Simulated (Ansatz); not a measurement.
Base system: Ga2O3 (space group C2/m, No. 12; a = 12.256 Å, b = 3.039 Å, c = 5.808 Å, α = γ = 90.00°, β = 103.81°).

Perturbation: cell and atoms relaxed at a pressure of 15 GPa.

Calculations: plane-wave PAW DFT at the r2SCAN level (Ansatz, an electronic-structure program, 500 eV), scalar-relativistic without spin-orbit coupling.

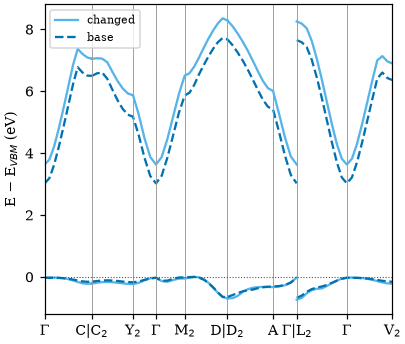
Figure: Highest valence and lowest conduction band along the path, each from its own valence-band maximum

Problem. From the figure, how large is the changed gap, and is it direct?

Solution. About 3.6 eV, indirect, M₂–D (22 % along) → Γ.

Load acts through the strain it causes; cell and atoms are relaxed under it. No phonon test of stability was made. Competing high-pressure phases were not computed.
